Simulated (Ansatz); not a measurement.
# SiNH3: one species, many methods

How much do the methods differ for SiNH3? The plan is to run it at one geometry with functionals of several rungs and with coupled cluster, and see how far each lands from CCSD(T) at the basis-set limit for the atomisation energy.

Computed with Ansatz 0.2.0, Gaussian basis. Level: functionals in def2-TZVPP, the program's frozen cores in correlated methods.

The runs, in order: LDA (SPW92), PBE-D4, revPBE-D4, BLYP-D4, r2SCAN-D4, B97M-V, PBE0-D4, B3LYP-D4, r2SCANh-D4, r2SCAN0-D4, HSE06-D4, BHLYP-D4, CAM-B3LYP-D4, LC-ωPBE, ωB97X-V, ωB97M-V, B2PLYP, PBE-QIDH; CCSD(T)/def2-SVP; CCSD(T)/def2-TZVPP; CCSD(T)/def2-QZVPP; extrapolation to the limit; RPA on PBE.

### 1 Structure used throughout

The geometry comes from an earlier relaxation with PBE0-D4 in a triple-zeta def2 set; it is a stationary point.

5 atoms, charge 0, spin multiplicity 1.

Atoms are counted from 1 here; the program's logs count them from 0.

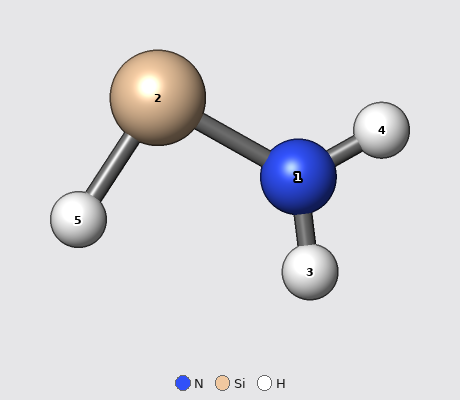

The geometry (nitrogen blue, silicon light orange, hydrogen white); atoms are numbered from 1 in the order of the file.

### 2 LDA

This LDA is Slater exchange with PW92 correlation.

File in.yaml:

```yaml
crystal:
  periodic: [false, false, false]
  atoms:
    - {symbol: N, position_ang: [-0.307646, -0.467463, 0.101425]}
    - {symbol: Si, position_ang: [0.074409, 1.158190, 0.455136]}
    - {symbol: H, position_ang: [0.135157, -1.046100, -0.595106]}
    - {symbol: H, position_ang: [-1.034760, -0.960114, 0.596575]}
    - {symbol: H, position_ang: [1.182739, 1.241786, -0.599431]}
basis:
  gaussian: {orbitals: def2-TZVPP}
hamiltonian: {xc: lda}
output: {orbitals: {seedname: orbitals}}
```

Run with:

```
ansatz run in.yaml --threads 2 --pin off --events-out ev --progress --plain --max-ram 32768MiB --backend cpu
```

Further steps of the session: PBE-D4 (GGA); revPBE-D4 (GGA); BLYP-D4 (GGA); r2SCAN-D4 (meta-GGA); B97M-V (meta-GGA); PBE0-D4 (hybrid); B3LYP-D4 (hybrid); r2SCANh-D4 (hybrid); r2SCAN0-D4 (hybrid); HSE06-D4 (hybrid); BHLYP-D4 (hybrid); CAM-B3LYP-D4 (range-separated); LC-ωPBE (range-separated); ωB97X-V (range-separated); ωB97M-V (range-separated); B2PLYP (double hybrid); PBE-QIDH (double hybrid); CCSD(T) in def2-SVP; CCSD(T) in def2-TZVPP; CCSD(T) in def2-QZVPP; RPA on PBE orbitals.

Before running them: what should the planned runs give, taken together? Wanted: atomisation energy, CCSD(T)/CBS; farthest beyond LDA; mean size of error, GGA; mean size of error, meta-GGA; mean size of error, hybrid; mean size of error, range-separated; mean size of error, double hybrid; gap, smallest and largest; T1 diagnostic.

The runs gave:

```
                               quantity                                     value
        atomisation energy, CCSD(T)/CBS                             1538.4 kJ/mol
  functionals within 7.7 kJ/mol (0.5 %)                                    B97M-V
                    farthest beyond LDA                 r2SCAN0-D4 (-49.3 kJ/mol)
                mean size of error, GGA                               18.0 kJ/mol
           mean size of error, meta-GGA                               14.1 kJ/mol
             mean size of error, hybrid                               29.1 kJ/mol
    mean size of error, range-separated                               16.8 kJ/mol
      mean size of error, double hybrid                               27.0 kJ/mol
              gap, smallest and largest  2.81 eV (LDA (SPW92)), 9.62 eV (LC-ωPBE)
                          T1 diagnostic                                    0.0152
triples share of the correlation energy                                     3.7 %
```

**Reading.** LDA overbinds by 211.1 kJ/mol (14 %). PBE-D4 is off by +17.7 kJ/mol. Double hybrids carry the basis error of their MP2 part in triple zeta, and no dispersion term here, so their miss is partly the set-up's. By mean error the best rung here is meta-GGA (14.1 kJ/mol) and the worst beyond LDA is hybrid (29.1 kJ/mol). The gap between the best rungs is small, so their order is not settled. The mean of the hybrids holds BHLYP, with half exact exchange. The reference freezes the cores and leaves out relativity and excitations past (T), so misses under about 7.7 kJ/mol can't be ranked. Hartree-Fock recovers 67 % of the binding; the rest is correlation. CCSD(T) in def2-SVP is off by -132.9 kJ/mol, worse than the median functional, from the basis alone. The gap grows from 2.8 to 9.6 eV across the functionals, mostly with the share of exact exchange. The restricted reference is unstable towards a spin-broken one.
